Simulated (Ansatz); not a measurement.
**HSE06/def2-SVP run of C2H4AlFO (SMILES C=C[O][AlH][F])**

Aim: the energy change on altering one bond length of C2H4AlFO at HSE06/def2-SVP, from 2 runs. 

The results are computed with Ansatz 0.2.0.

127 further runs of the same task are left out: 127 set aside as unsound or not needed.

### Step 1. The molecule

The species is C2H4AlFO (9 atoms), meant as a singlet with charge 0. SMILES: `C=C[O][AlH][F]`. The shape is that of a PBE0-D4/def2-TZVP optimisation. This is one conformer, not always the lowest.

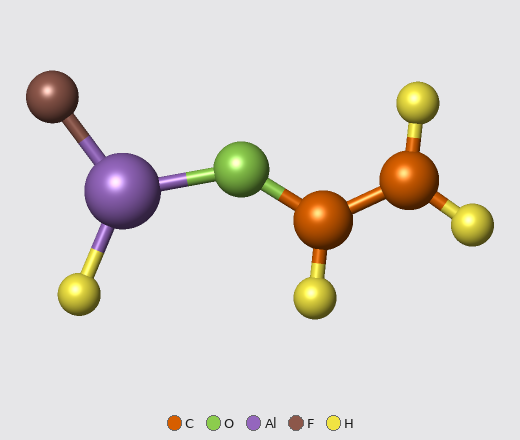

Viewed from a chosen angle; carbon orange, oxygen green, aluminium purple, fluorine brown, hydrogen yellow.

### Step 2. A single-point energy at HSE06/def2-SVP

in.yaml

```yaml
basis:
  gaussian:
    orbitals: def2-SVP
crystal:
  periodic: [false, false, false]
  atoms:
    - {symbol: C, position_ang: [-1.562000, -0.360100, 1.103900]}
    - {symbol: C, position_ang: [-0.728000, -0.312900, 0.075500]}
    - {symbol: O, position_ang: [0.490300, 0.256500, 0.139600]}
    - {symbol: Al, position_ang: [1.800800, 0.519300, -0.884800]}
    - {symbol: F, position_ang: [3.087600, 1.301600, -0.235000]}
    - {symbol: H, position_ang: [-1.297700, 0.065300, 2.064100]}
    - {symbol: H, position_ang: [-2.527700, -0.832200, 0.988500]}
    - {symbol: H, position_ang: [-0.999000, -0.743100, -0.888800]}
    - {symbol: H, position_ang: [1.824300, 0.059200, -2.380300]}
magnetization:
  spin_polarized: false
hamiltonian:
  xc: hse06
accuracy: high
output:
  orbitals: {seedname: orbitals}
```

On the command line:

```bash
$ ansatz run in.yaml --threads 1 --pin off --max-ram 3480MiB --events-out events.jsonl --progress --plain --runs-dir runs
```

The log of the run:

```text
Warning: RAYON_NUM_THREADS=1 ignored (pool sized by the plan → 1); use --threads N
Functional definition: HSE06
  name "HSE06"
  parameter a = 0.25
  parameter omega = 0.11/bohr
  exchange = pbe_x - a*pbe_x_sr(omega) + a*exact_x_sr(omega)
  correlation = pbe_c
2095 factors; integrals over basis functions are off by at most 5.5e-9 eV
106 factors; integrals over basis functions are off by at most 9.9e-10 eV
mean field evaluation 1: about -13476.4585 eV, gradient 6.0e1 eV
mean field evaluation 2: about -13465.6327 eV, gradient 9.5e1 eV
mean field evaluation 4: about -13483.6688 eV, gradient 6.1e0 eV
mean field evaluation 8: about -13483.9585 eV, gradient 1.0e0 eV
mean field evaluation 16: about -13483.9612 eV, gradient 4.5e-5 eV
mean field -13483.96120131 eV, -495.5264343911 hartree, gradient 4.2e-8 eV, S^2 0.000000; 0 other end points of the search recorded, 0 dependent functions left out
reference -13483.96120536 eV, -495.5264345398 hartree; 23, 23 occupied and 71, 71 virtual orbitals, 2095 factors
Total energy: -13483.96120536 eV, -495.5264345398 hartree
```

Wall time 9.6 s (1 thread of Arm Neoverse V1, shared host); peak memory 0.33 GiB.

### Step 3. The distorted shape, same level

input.yaml

```yaml
crystal:
  periodic: [false, false, false]
  atoms:
    - symbol: C
      position_ang: [-1.694140, -0.572784, 0.623836]
    - symbol: C
      position_ang: [-0.860140, -0.525584, -0.404564]
    - symbol: O
      position_ang: [0.358160, 0.043816, -0.340464]
    - symbol: Al
      position_ang: [1.668660, 0.306616, -1.364864]
    - symbol: F
      position_ang: [2.955460, 1.088916, -0.715064]
    - symbol: H
      position_ang: [-1.297700, 0.065300, 2.064100]
    - symbol: H
      position_ang: [-2.659840, -1.044884, 0.508436]
    - symbol: H
      position_ang: [-1.131140, -0.955784, -1.368864]
    - symbol: H
      position_ang: [1.692160, -0.153484, -2.860364]
basis:
  gaussian:
    orbitals: def2-SVP
hamiltonian:
  xc: hse06
accuracy: high
output: {orbitals: {seedname: orbitals}}
```

On the command line:

```bash
$ ansatz run input.yaml --threads 1 --pin off --max-ram 3480MiB --events-out events.jsonl --progress --plain --runs-dir runs
```

The log of the run:

```text
Warning: RAYON_NUM_THREADS=1 ignored (pool sized by the plan → 1); use --threads N
Functional definition: HSE06
  name "HSE06"
  parameter a = 0.25
  parameter omega = 0.11/bohr
  exchange = pbe_x - a*pbe_x_sr(omega) + a*exact_x_sr(omega)
  correlation = pbe_c
2093 factors; integrals over basis functions are off by at most 8.8e-9 eV
109 factors; integrals over basis functions are off by at most 1.1e-9 eV
mean field evaluation 1: about -13473.7806 eV, gradient 6.1e1 eV
mean field evaluation 2: about -13458.3098 eV, gradient 1.0e2 eV
mean field evaluation 4: about -13481.4979 eV, gradient 7.5e0 eV
mean field evaluation 8: about -13481.8037 eV, gradient 1.1e0 eV
mean field evaluation 16: about -13481.8071 eV, gradient 5.6e-5 eV
mean field -13481.80706392 eV, -495.4472713022 hartree, gradient 5.2e-8 eV, S^2 0.000000; 0 other end points of the search recorded, 0 dependent functions left out
reference -13481.80706810 eV, -495.4472714556 hartree; 23, 23 occupied and 71, 71 virtual orbitals, 2093 factors
Total energy: -13481.80706810 eV, -495.4472714556 hartree
```

Wall time 9.6 s (1 thread of Arm Neoverse V1, shared host); peak memory 0.33 GiB.

### Step 4. Outcome

At HSE06/def2-SVP:

```
                                                         quantity          value
                                        first shape: total energy  -495.52643 Eh
                                         first shape: HOMO energy       -6.48 eV
                                         first shape: LUMO energy       -0.96 eV
                                       first shape: HOMO–LUMO gap        5.52 eV
                                    distorted shape: total energy  -495.44727 Eh
                                     distorted shape: HOMO energy       -6.58 eV
                                     distorted shape: LUMO energy       -0.98 eV
                                   distorted shape: HOMO–LUMO gap        5.60 eV
energy change with the C1–H6 bond stretched from 1.083 to 1.624 Å       2.154 eV
```

**Reading.** With the C1–H6 bond stretched from 1.083 to 1.624 Å the energy rises by 2.15 eV (50 kcal/mol). The first shape isn't relaxed at this level, so the change isn't measured from a minimum.
